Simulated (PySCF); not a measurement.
# hexamethyldisilazane (C₆H₁₉NSi₂): geometry, NMR shifts

What NMR shifts should hexamethyldisilazane (C₆H₁₉NSi₂) (`C[Si](C)(C)N[Si](C)(C)C`) show?

Programs: PySCF 2.14.0, with density-fitted response routines of our own. Each step states its level of theory. These are calculated values for one molecule in the gas phase, unless marked as measured. Atoms are numbered from 0 throughout.

## Step 1: The molecule as given

28 atoms, charge 0, multiplicity 1; geometry from: GFN2-xTB.

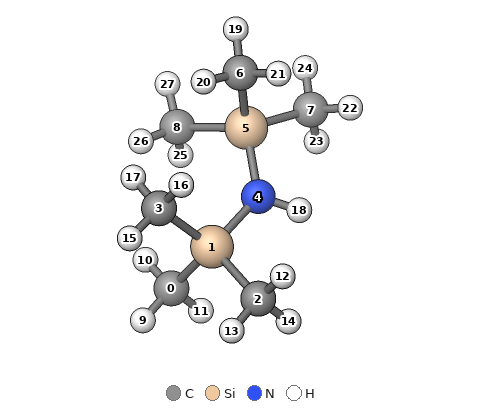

The starting geometry (carbon grey, silicon light orange, nitrogen blue, hydrogen white), atoms numbered.

## Step 2: Optimising the geometry at PBE0-D3(BJ)/def2-SVP

Job settings and geometry (Å):

```
{"job": {"xc": "PBE0", "basis": "def2-SVP", "d3": "d3bj", "grid": 1, "kind": "geom"}, "charge": 0, "multiplicity": 1}
C      1.836752     1.047079    -2.038981
Si     1.557094    -0.150938    -0.578979
C      3.132763    -0.223255     0.490243
C      1.131413    -1.886721    -1.234013
N      0.266450     0.420562     0.443244
Si    -1.466316     0.296030     0.302432
C     -2.067247    -1.438377     0.826339
C     -2.206561     1.608394     1.469422
C     -1.997589     0.633856    -1.495103
H      2.650240     0.716940    -2.677757
H      0.947332     1.130546    -2.655055
H      2.083577     2.043851    -1.685483
H      3.004639    -0.882363     1.342668
H      3.974775    -0.593163    -0.085413
H      3.402936     0.757709     0.868322
H      1.920972    -2.277205    -1.868704
H      0.986281    -2.587895    -0.418537
H      0.218265    -1.870036    -1.819260
H      0.578069     0.932355     1.252677
H     -3.150682    -1.509547     0.807165
H     -1.676021    -2.204564     0.165344
H     -1.740401    -1.679031     1.833355
H     -1.956729     1.405352     2.505894
H     -1.843554     2.602764     1.230452
H     -3.288506     1.628089     1.394070
H     -1.746897     1.645128    -1.798726
H     -1.503487    -0.046143    -2.180771
H     -3.068468     0.507939    -1.622998
```

Output:

```text
step   0  E = -872.96458969  max force = 0.017090
step   1  E = -872.96855284  max force = 0.003159
step   2  E = -872.96906443  max force = 0.002305
step   3  E = -872.96925733  max force = 0.001302
step   4  E = -872.96931041  max force = 0.000604
step   5  E = -872.96932814  max force = 0.000187
step   6  E = -872.96935565  max force = 0.000424
step   7  E = -872.96937735  max force = 0.000675
step   8  E = -872.96940137  max force = 0.000629
step   9  E = -872.96940891  max force = 0.000335
optimisation converged
```

It took 7.5 min on 1 thread, shared host.

Along the way:

| step | energy from step 0 (eV) | largest force component (eV/Å) |
| --- | --- | --- |
| 0 | 0.0000 | 0.8788 |
| 1 | -0.1078 | 0.1624 |
| 2 | -0.1218 | 0.1185 |
| 3 | -0.1270 | 0.0670 |
| 4 | -0.1285 | 0.0311 |
| 5 | -0.1289 | 0.0096 |
| 6 | -0.1297 | 0.0218 |
| 7 | -0.1303 | 0.0347 |
| 8 | -0.1309 | 0.0323 |
| 9 | -0.1311 | 0.0172 |

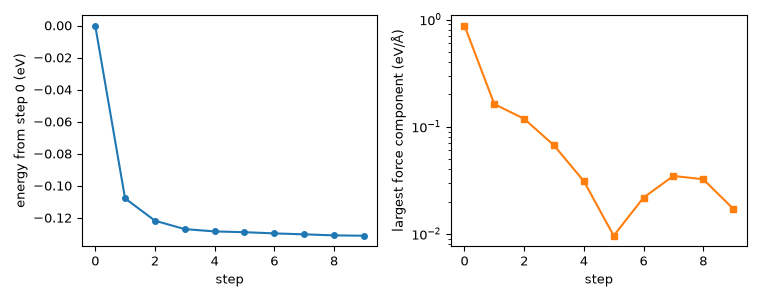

Energy and largest force along the relaxation.

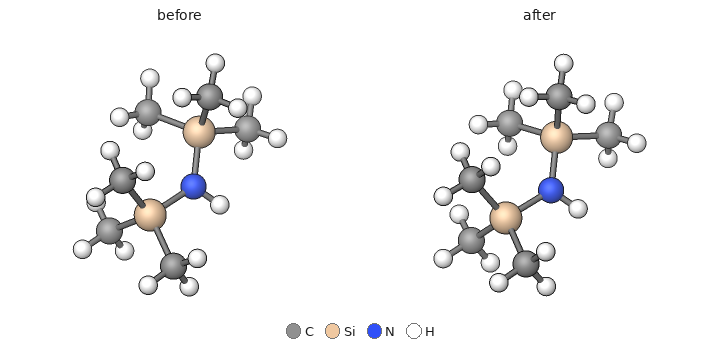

Before and after, at one scale.

Distances of close pairs at the start and the end, largest changes first:

| bond | before (Å) | after (Å) | change (Å) |
| --- | --- | --- | --- |
| Si5–C6 | 1.909 | 1.882 | -0.027 |
| C0–Si1 | 1.909 | 1.883 | -0.026 |
| Si1–C2 | 1.906 | 1.880 | -0.026 |
| Si5–C7 | 1.906 | 1.880 | -0.026 |
| Si1–C3 | 1.903 | 1.881 | -0.023 |
| Si5–C8 | 1.905 | 1.882 | -0.023 |
| C2–H14 | 1.085 | 1.102 | +0.017 |
| C7–H22 | 1.085 | 1.102 | +0.017 |

The final coordinates are the input of the step that follows.

| at the end point | value |
| --- | --- |
| point group (found at 0.08 Å tolerance) | C1 |
| rotational constants (GHz, main isotopes) | 1.615, 0.664, 0.659 |
| dipole moment (D) | 0.50 |

## Step 3: Nuclear shieldings: PBE0/pcSseg-1

Job settings and geometry (Å):

```
{"job": {"kind": "nmr", "xc": "PBE0", "basis": "pcSseg-1"}, "charge": 0, "multiplicity": 1}
C      1.983364     1.110831    -1.826492
Si     1.559834    -0.228211    -0.572075
C      3.089569    -0.623367     0.446232
C      0.975859    -1.761157    -1.491914
N      0.306910     0.291853     0.529905
Si    -1.433000     0.326404     0.355416
C     -2.180522    -1.384529     0.588821
C     -2.101403     1.487939     1.673817
C     -1.902698     0.961830    -1.352771
H      2.787887     0.791985    -2.508793
H      1.102669     1.367583    -2.436329
H      2.314556     2.030898    -1.318556
H      2.882641    -1.422029     1.175796
H      3.919065    -0.956327    -0.197654
H      3.438764     0.262151     1.002115
H      1.751461    -2.112622    -2.190986
H      0.750968    -2.579251    -0.790083
H      0.067729    -1.562800    -2.082901
H      0.648567     0.732060     1.379588
H     -3.279803    -1.357571     0.515609
H     -1.809611    -2.084792    -0.176028
H     -1.912873    -1.795710     1.575041
H     -1.843556     1.136153     2.685984
H     -1.693223     2.503801     1.551541
H     -3.199344     1.556385     1.617679
H     -1.497814     1.972738    -1.517953
H     -1.515801     0.310229    -2.152204
H     -2.997593     1.009358    -1.467488
```

Method: GIAO PBE0/pcSseg-1 NMR shielding, non-relativistic, gas phase.

Output:

```text
coarse grid: 22608 points
cycle   1  E = -873.0768956787  dE =  3.047e-01  |g| = 7.967e-01  |ddm| = 4.551e+00
cycle   2  E = -873.0281460433  dE =  4.875e-02  |g| = 9.149e-01  |ddm| = 1.456e+00
cycle   3  E = -873.2314623316  dE = -2.033e-01  |g| = 9.261e-02  |ddm| = 8.766e-01
cycle   4  E = -873.2332064353  dE = -1.744e-03  |g| = 2.865e-02  |ddm| = 1.101e-01
cycle   5  E = -873.2333889544  dE = -1.825e-04  |g| = 4.613e-03  |ddm| = 2.576e-02
cycle   6  E = -873.2333938958  dE = -4.941e-06  |g| = 6.552e-04  |ddm| = 6.330e-03
final grid: 204160 points
cycle   7  E = -873.2808586550  dE = -4.733e-05  |g| = 1.047e-02  |ddm| = 3.440e-02
cycle   8  E = -873.2808509235  dE =  7.732e-06  |g| = 1.202e-02  |ddm| = 1.869e-02
cycle   9  E = -873.2808861902  dE = -3.527e-05  |g| = 7.647e-04  |ddm| = 1.000e-02
cycle  10  E = -873.2808862939  dE = -1.037e-07  |g| = 3.103e-04  |ddm| = 9.103e-04
cycle  11  E = -873.2808863144  dE = -2.052e-08  |g| = 3.003e-05  |ddm| = 2.850e-04
cycle  12  E = -873.2808863146  dE = -1.719e-10  |g| = 9.225e-06  |ddm| = 4.690e-05
converged SCF energy = -873.2808863146

GIAO shielding tensors (ppm)
atom      isotropic    diamagn.    paramagn.     s11        s22        s33       span
  0 C      180.066     257.236     -77.170    172.029    179.437    188.732     16.702
  1 Si     348.048     883.675    -535.627    330.512    344.441    369.190     38.678
  2 C      182.907     256.078     -73.171    174.845    182.624    191.254     16.409
  3 C      182.494     258.547     -76.052    176.184    183.905    187.394     11.210
  4 N      227.226     332.440    -105.215    206.054    227.486    248.138     42.083
  5 Si     348.031     883.831    -535.800    327.207    349.593    367.292     40.084
  6 C      180.338     257.687     -77.350    172.068    180.250    188.695     16.628
  7 C      183.407     256.343     -72.936    175.050    183.586    191.584     16.534
  8 C      181.580     258.497     -76.917    174.390    182.748    187.603     13.214
  9 H       31.392      30.165       1.227     27.180     28.367     38.631     11.451
 10 H       31.052      34.324      -3.272     26.367     30.634     36.156      9.790
 11 H       31.229      32.378      -1.149     27.855     28.508     37.325      9.470
 12 H       31.175      32.368      -1.193     26.873     29.196     37.455     10.582
 13 H       31.346      29.435       1.911     26.999     28.515     38.524     11.524
 14 H       31.257      31.689      -0.432     27.203     29.058     37.511     10.308
 15 H       31.315      30.821       0.494     26.955     28.338     38.651     11.695
 16 H       31.094      34.198      -3.104     27.236     29.213     36.833      9.596
 17 H       30.931      35.434      -4.503     26.757     30.267     35.770      9.014
 18 H       31.566      38.045      -6.479     22.660     31.373     40.666     18.005
 19 H       31.408      30.733       0.675     27.173     28.399     38.652     11.479
 20 H       30.991      34.810      -3.819     26.223     30.700     36.049      9.826
 21 H       31.203      32.986      -1.783     27.812     28.408     37.389      9.577
 22 H       31.223      32.003      -0.779     27.133     28.963     37.574     10.441
 23 H       31.214      32.217      -1.002     26.939     29.240     37.464     10.525
 24 H       31.338      29.749       1.589     26.972     28.496     38.547     11.575
 25 H       31.141      33.725      -2.583     27.438     29.125     36.861      9.424
 26 H       30.930      35.222      -4.293     26.784     30.342     35.663      8.879
 27 H       31.321      30.950       0.371     26.977     28.339     38.648     11.671
```

Wall time 88 s (1 thread, shared host).

Shifts follow as δ = σ(reference) − σ, with reference shieldings (ppm) from runs at the same level and on the same kind of geometry: ¹H TMS 31.27, ¹³C TMS 184.4, ²⁹Si TMS 352.0, ¹⁵N NH3 265.7. The references are single molecules in the gas phase, so shifts against H2O, NH3, PH3, H3PO4 or CFCl3 are not on the usual liquid scales and can be off by tens of ppm. Atoms listed in one row are averaged.

| atoms | environment | σ (ppm) | δ (ppm) | δ scaled to CDCl3 |
| --- | --- | --- | --- | --- |
| C0, C2, C3, C6, C7, C8 | methyl carbon bonded to Si | 181.8 | 2.6 | 2.0 |
| H9, H10, H11, H12, H13 and 13 more | hydrogen on a methyl carbon bonded to Si | 31.20 | 0.07 | 0.28 |
| H18 | hydrogen on a nitrogen bonded to 2 Si | 31.57 | -0.30 | – |
| Si1, Si5 | silicon bonded to 3 C, N | 348.0 | 4.0 | – |
| N4 | nitrogen bonded to 2 Si, H | 227.2 | 38.4 | – |

The scaled column applies a straight-line fit of computed shieldings to shifts measured in CDCl3 (root-mean-square error 0.21 ppm for H, 2.0 ppm for C).

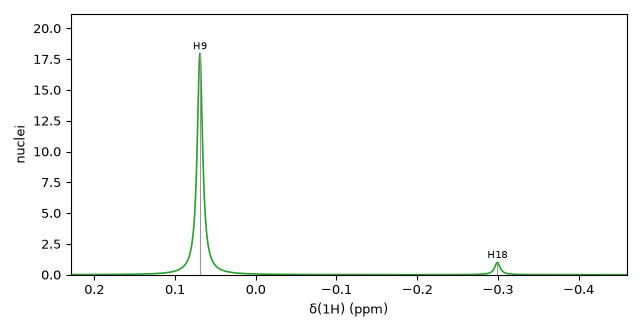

¹H lines at the computed shifts, without couplings. Lines are broadened to a width of 0.01 ppm (Lorentzian).

The run also stored atomic charges by several schemes (e):

| atoms | Mulliken | IAO | Hirshfeld | ESP fit |
| --- | --- | --- | --- | --- |
| C0, C2, C3, C6, C7, C8 | -0.64 | -0.73 | -0.22 | -0.81 |
| Si1, Si5 | 1.02 | 1.20 | 0.43 | 1.35 |
| N4 | -0.87 | -0.94 | -0.34 | -1.31 |

Hirshfeld charges:

C0 -0.22; Si1 0.43; C2 -0.22; C3 -0.22; N4 -0.34; Si5 0.43; C6 -0.22; C7 -0.22; C8 -0.22; H9 0.04; H10 0.04; H11 0.04; H12 0.04; H13 0.04; H14 0.04; H15 0.04; H16 0.04; H17 0.04; H18 0.11; H19 0.04; H20 0.04; H21 0.04; H22 0.04; H23 0.04; H24 0.04; H25 0.04; H26 0.04; H27 0.04

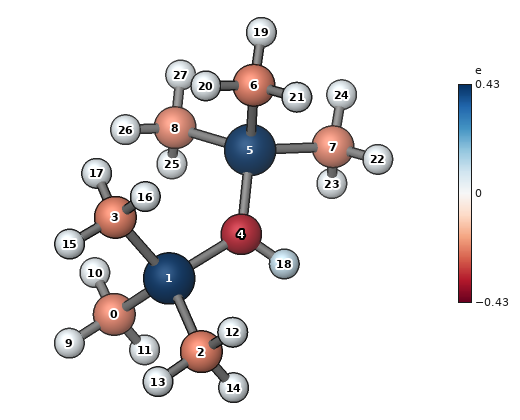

Hirshfeld charges, as colours on the atoms.

Mayer bond orders: C0–Si1 0.96, Si1–C2 0.96, Si1–C3 0.96, Si1–N4 0.94, N4–Si5 0.94, Si5–C6 0.96, Si5–C7 0.96, Si5–C8 0.96.

## Step 4: NMR shieldings: KT2/pcSseg-1

Same as in step 3 but for these lines:

```diff
@@ -1,2 +1,2 @@
-{"job": {"kind": "nmr", "xc": "PBE0", "basis": "pcSseg-1"}, "charge": 0, "multiplicity": 1}
+{"job": {"kind": "nmr", "xc": "KT2", "basis": "pcSseg-1", "pop": false}, "charge": 0, "multiplicity": 1}
 C      1.983364     1.110831    -1.826492
```

With the program's defaults for keys left out, this is: GIAO KT2/pcSseg-1 NMR shielding, non-relativistic, gas phase.

Output:

```text
coarse grid: 22608 points
cycle   1  E = -883.7036397287  dE =  2.528e-01  |g| = 9.908e-01  |ddm| = 4.653e+00
cycle   2  E = -883.3645605642  dE =  3.391e-01  |g| = 1.488e+00  |ddm| = 2.584e+00
cycle   3  E = -883.9561098295  dE = -5.915e-01  |g| = 1.917e-01  |ddm| = 1.852e+00
cycle   4  E = -883.9646228297  dE = -8.513e-03  |g| = 5.431e-02  |ddm| = 2.658e-01
cycle   5  E = -883.9652509090  dE = -6.281e-04  |g| = 1.063e-02  |ddm| = 5.220e-02
cycle   6  E = -883.9652832909  dE = -3.238e-05  |g| = 3.631e-03  |ddm| = 1.906e-02
cycle   7  E = -883.9652860060  dE = -2.715e-06  |g| = 5.303e-04  |ddm| = 4.286e-03
final grid: 204160 points
cycle   8  E = -883.9947366139  dE = -2.363e-04  |g| = 2.591e-02  |ddm| = 5.126e-02
cycle   9  E = -883.9946009778  dE =  1.356e-04  |g| = 3.357e-02  |ddm| = 4.559e-02
cycle  10  E = -883.9948636228  dE = -2.626e-04  |g| = 4.277e-03  |ddm| = 3.047e-02
cycle  11  E = -883.9948667081  dE = -3.085e-06  |g| = 1.894e-03  |ddm| = 6.239e-03
cycle  12  E = -883.9948675852  dE = -8.771e-07  |g| = 1.965e-04  |ddm| = 2.068e-03
cycle  13  E = -883.9948675942  dE = -8.986e-09  |g| = 5.395e-05  |ddm| = 2.997e-04
cycle  14  E = -883.9948675951  dE = -8.768e-10  |g| = 6.909e-06  |ddm| = 7.782e-05
converged SCF energy = -883.9948675951

GIAO shielding tensors (ppm)
atom      isotropic    diamagn.    paramagn.     s11        s22        s33       span
  0 C      178.368     257.010     -78.642    169.962    177.192    187.950     17.988
  1 Si     356.168     887.224    -531.055    337.691    352.025    378.789     41.097
  2 C      181.638     255.995     -74.357    172.934    181.046    190.934     18.000
  3 C      180.943     258.376     -77.433    174.100    182.141    186.589     12.489
  4 N      220.369     331.383    -111.014    199.249    218.959    242.899     43.650
  5 Si     356.135     887.386    -531.251    334.205    357.010    377.188     42.983
  6 C      178.638     257.508     -78.870    170.122    177.951    187.840     17.718
  7 C      182.118     256.260     -74.142    173.010    182.029    191.315     18.305
  8 C      179.957     258.347     -78.390    172.181    180.868    186.822     14.641
  9 H       31.238      30.111       1.127     27.117     28.292     38.304     11.187
 10 H       30.981      34.452      -3.471     26.521     30.613     35.809      9.288
 11 H       31.123      32.395      -1.272     27.954     28.447     36.967      9.013
 12 H       31.087      32.470      -1.383     26.948     29.144     37.169     10.222
 13 H       31.243      29.421       1.822     27.022     28.483     38.224     11.202
 14 H       31.164      31.755      -0.591     27.263     29.024     37.205      9.942
 15 H       31.198      30.761       0.437     26.991     28.305     38.297     11.306
 16 H       30.989      34.271      -3.282     27.239     29.231     36.496      9.257
 17 H       30.792      35.532      -4.739     26.773     30.233     35.371      8.598
 18 H       31.361      38.039      -6.678     22.837     31.384     39.861     17.024
 19 H       31.254      30.690       0.564     27.120     28.327     38.315     11.195
 20 H       30.919      34.945      -4.026     26.369     30.693     35.696      9.327
 21 H       31.097      33.023      -1.926     27.901     28.347     37.041      9.140
 22 H       31.128      32.075      -0.948     27.187     28.929     37.266     10.079
 23 H       31.119      32.307      -1.188     26.997     29.191     37.169     10.172
 24 H       31.241      29.745       1.496     27.007     28.470     38.246     11.239
 25 H       31.037      33.786      -2.749     27.448     29.146     36.515      9.067
 26 H       30.794      35.324      -4.530     26.816     30.316     35.249      8.433
 27 H       31.196      30.906       0.290     26.989     28.296     38.304     11.315
```

Run time: 1.9 min. Hardware: 1 thread, shared host.

Key values: δ C0 2.9, Si1 4.9, N4 43.9, H9 0.09, H18 -0.18 ppm (means over like atoms).

## Step 5: Side by side: NMR shifts

Shifts (ppm), means over like atoms, with basis size and wall time:

| run | C0 | H9 | H18 | Si1 | N4 | functions | time |
| --- | --- | --- | --- | --- | --- | --- | --- |
| PBE0/pcSseg-1 | 2.6 | 0.07 | -0.30 | 4.0 | 38.4 | 262 | 88 s |
| KT2/pcSseg-1 | 2.9 | 0.09 | -0.18 | 4.9 | 43.9 | 262 | 1.9 min |

## Step 6: Outcome

| quantity | value |
| --- | --- |
| point group | C1 |
| rotational constants (main isotopes) | 1.62, 0.66, 0.66 GHz |
| ¹³C shifts against TMS (PBE0/pcSseg-1, means over atoms taken as alike) | 2.6 ppm |
| ¹H shifts against TMS (PBE0/pcSseg-1, means over atoms taken as alike) | 0.07, -0.30 ppm |
| ²⁹Si shifts against TMS (PBE0/pcSseg-1, means over atoms taken as alike) | 4.0 ppm |
| ¹⁵N shifts against NH3 (PBE0/pcSseg-1) | 38.4 ppm |
| range of the shift of N4 | 38.4 to 43.9 ppm |

What this shows: Over 9 steps the energy fell by 0.131 eV; of the close pairs, Si5–C6 changed most, 1.909 to 1.882 Å. In ppm, N4 moves most: its shift spreads over 5.5 ppm, from 38.4 (PBE0/pcSseg-1) to 43.9 (KT2/pcSseg-1).
